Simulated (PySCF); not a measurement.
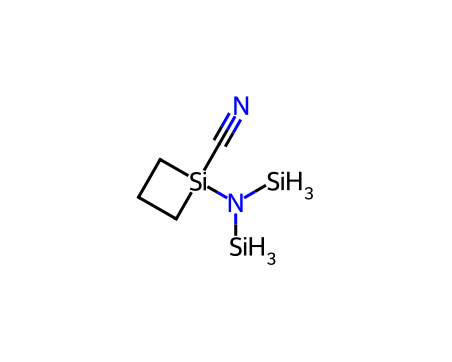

The geometry was computed by an optimisation with GFN2-xTB. No frequency run is at hand to confirm it as a minimum. Method: PBE0/pcSseg-1, gas phase (PySCF 2.14.0).

Estimate the dipole moment.

Answer. 3.90 D.

Estimate the HOMO energy (Kohn–Sham orbital).

Answer. −7.96 eV.

What is the LUMO energy (Kohn–Sham orbital)?

Answer. −0.66 eV.

The geometry is semi-empirical. Around Si such bond lengths and angles can be off by a tenth of an ångström or more and by several degrees, and values that hang on the shape move with them.
